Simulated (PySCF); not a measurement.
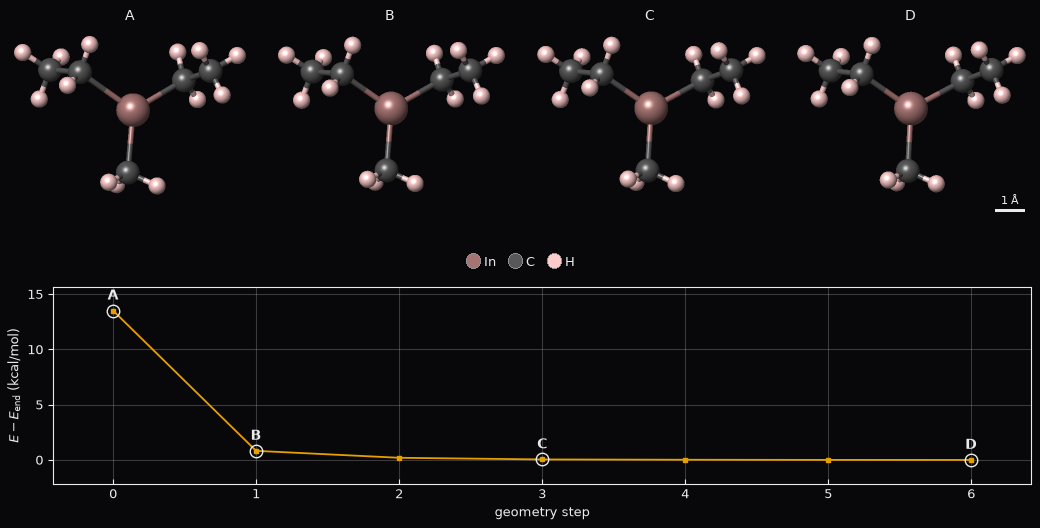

Frames of a relaxation of C$_{5}$H$_{13}$In, marked on the history of the run. Style: ball-and-stick. Shown face on.

The start comes from GFN2-xTB. Its atoms were then displaced at random by about 0.03 Å.

Theory: PBE0-D3(BJ)/def2-SVP geometry optimisation, gas phase in PySCF 2.14.0, density-fitted response routines. 

> What happens along the run?

The energy falls by 13.5 kcal/mol in 6 geometry steps. The atom that moves furthest after the best rigid fit is an H atom (0.19 Å). Largest moves by element: H 0.19 Å, C 0.12 Å, In 0.10 Å. Among the contacts that change: C–In 2.394 → 2.192 Å, C–H 1.166 → 1.105 Å, C–H 1.051 → 1.102 Å, C–H 1.142 → 1.105 Å. Among the angles between lasting bonds that change: In–C–H 115.8° → 107.8°, H–C–H 101.8° → 106.5°, C–In–C 124.6° → 120.3°. The run took 92 s on 1 thread of Arm Neoverse V2, with other jobs on the host. From step 0 to 1: an H atom moves most (0.16 Å), energy −12.7 kcal/mol. From step 1 to 3: an H atom moves most (0.06 Å), energy −0.78 kcal/mol. From step 3 to 6: an H atom moves most (0.04 Å), energy −0.05 kcal/mol.

```tsv
step	E − E(0), kcal/mol
0	0.00
1	-12.68
2	-13.31
3	-13.46
4	-13.49
5	-13.50
6	-13.51
```
